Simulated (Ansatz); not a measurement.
System: chalcopyrite CdGeAs2. Method: PBE-D3(BJ) in Ansatz (plane waves, PAW).

Settings: plane-wave cutoff 520 eV, 8×8×8 k mesh, Fermi–Dirac smearing 0.01 eV, scalar-relativistic PAW data made under PBE.

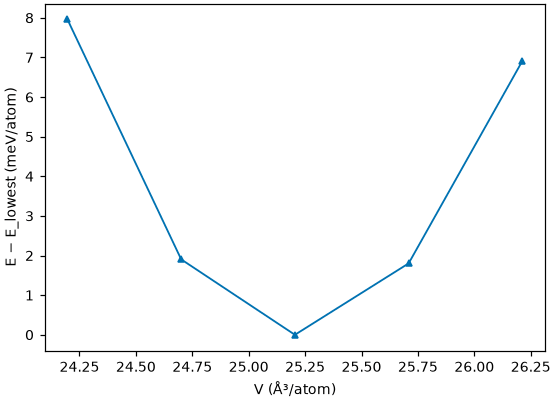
Figure: Total energy against volume

Question: From the curve, estimate the equilibrium volume and the bulk modulus.

Answer: V0 ≈ 25.2 Å³/atom and B0 ≈ 59 GPa; the fit gives V0 = 25.202 Å³/atom, B0 = 58.9 GPa, B′ = 4.7.

Shape and atoms are relaxed at each volume.

Measured, for comparison: bulk modulus 69.9 GPa (temperature not stated, no zero-point or thermal correction; as tabulated in Toher et al. (2017), arXiv:1611.05714). Computed (rounded) less measured: bulk modulus -16 %.

Note: the gap of the solid is closed in this run; this level leaves the solid without a gap, although one is measured; the bulk modulus comes from volumes at which shape and atoms were relaxed.

The computed numbers hold no vibrational or temperature effects.

The result took around 50 core-minutes (rough).

Ansatz is a quantum-chemistry and plane-wave program.
